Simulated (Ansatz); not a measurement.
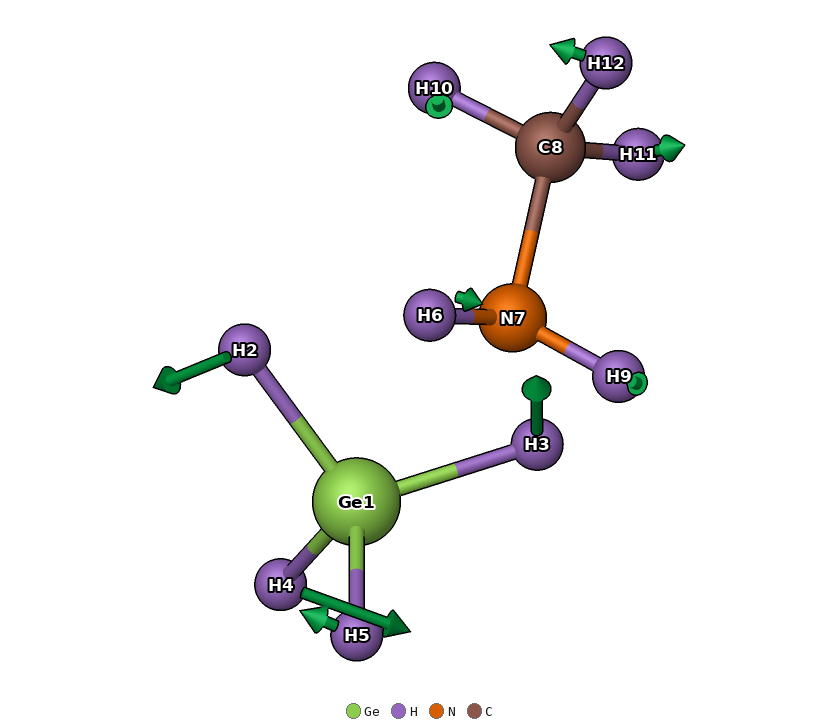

The arrows show one normal mode. Harmonic vibrations computed with RKS PBE0-D4/def2-TZVP (Ansatz 0.2.0) at a stationary point of the same level.

At what wavenumber does it lie?

249 cm⁻¹; it is mode 6 of 30 counted from the lowest.
